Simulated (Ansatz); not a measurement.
# CH6Cl2Ge2 (SMILES [Cl][GeH2][CH2][GeH2][Cl]): what the fields show

```xyz
11

Cl   -3.3134   -0.4756    0.8586
Ge   -1.3427    0.4065    0.7024
C    -0.2224   -0.7148   -0.4239
Ge    1.5439    0.0827   -0.5846
Cl    2.5055    0.1259    1.3554
H    -0.7108    0.5157    2.1135
H    -1.4541    1.8186    0.0733
H    -0.6812   -0.7996   -1.4302
H    -0.1334   -1.7236    0.0288
H     1.4094    1.5269   -1.1311
H     2.3992   -0.7627   -1.5621
```

Not at a stationary point (largest force 1.0 eV/Å).

Method: Ansatz, SCF blyp, Gaussian basis.

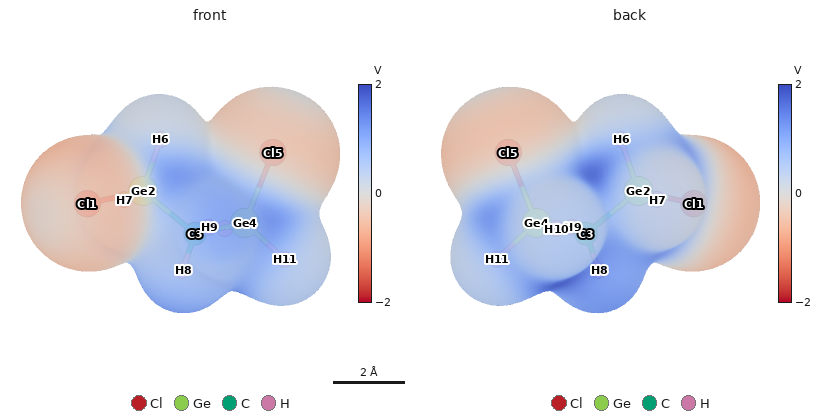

Figure 1. The electrostatic potential painted on the density surface at 0.002 e/bohr³, seen from the front and from behind; red is negative and blue positive.

Where is the surface potential most negative and most positive?

The most negative region (about −0.6 V, or −14 kcal/mol for a unit charge) lies over Cl1, the most positive (about +1.7 V, or +39 kcal/mol for a unit charge) over Ge2 and Ge4.

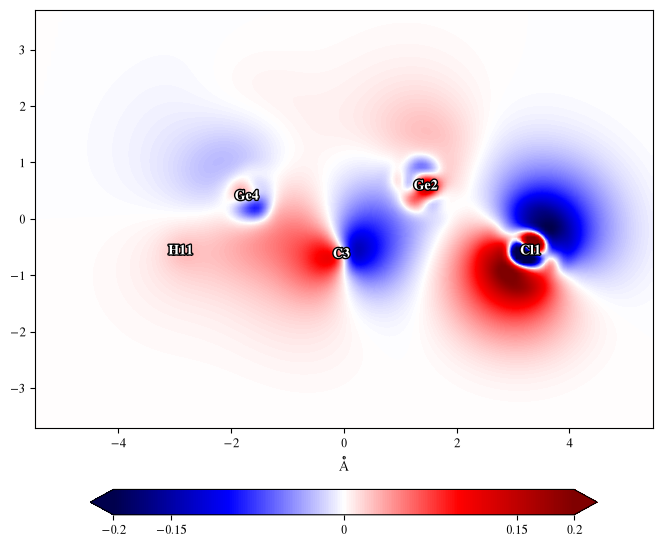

Figure 2. The HOMO−1 on the plane of atoms Ge2, C3 and Ge4 (values in Å⁻³ᐟ²; the overall sign is arbitrary).

Describe this orbital and give its energy.

By Hirshfeld shares it lies mainly on Cl1 (about 70 %), Ge2 (about 10 %) and H7 (about 10 %); largely a lone pair of Cl1. Its energy is −6.95 eV.

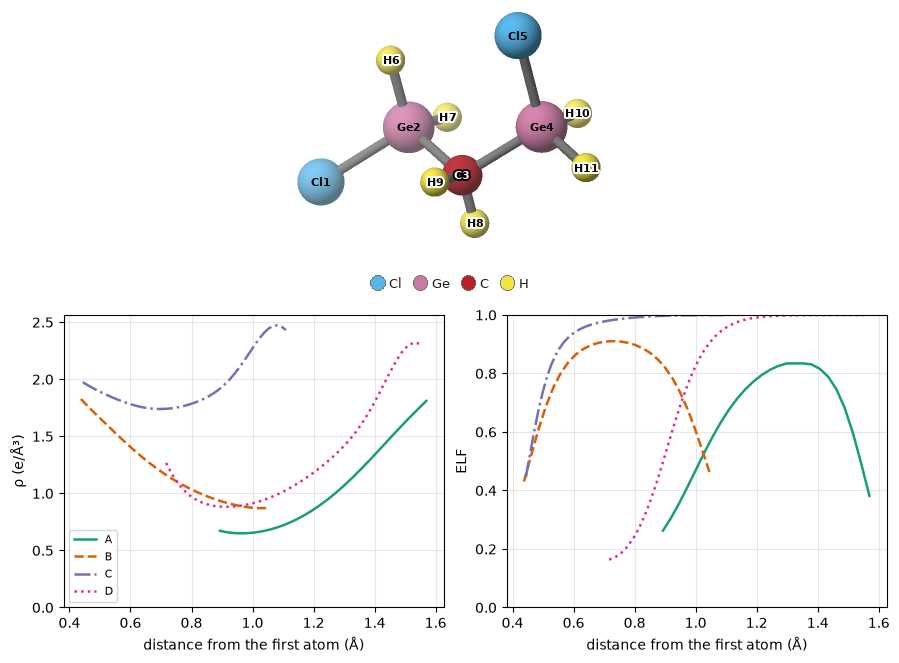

Figure 3. Electron density and electron localisation function along straight lines between neighbouring atoms. The curves leave out the atomic cores. The structure is drawn too.

Which curve belongs to which contact (C–Ge, C–H, Ge–Cl and Ge–H)? The first atom named is at distance zero.

Curve A: Ge–Cl (2.16 Å): the density is about 0.7 e/Å³ at the midpoint; the ELF peaks at about 0.85 in the valence shell of Cl, 0.9 Å from its nucleus, and is about 0.65 at the midpoint. Curve B: C–Ge (1.94 Å): ρ is about 0.88 e/Å³ halfway; the ELF peaks at about 0.90 in the valence shell of C, 0.7 Å from its nucleus, and is about 0.70 at the midpoint. Curve C: C–H (1.11 Å): ρ at the midpoint is about 1.8 e/Å³; the ELF climbs to about 1 towards the hydrogen, as it does in any bond to H (a covalent bond by its length). Curve D: Ge–H (1.55 Å): ρ at the midpoint is about 1 e/Å³; the ELF climbs to about 1 towards the hydrogen.
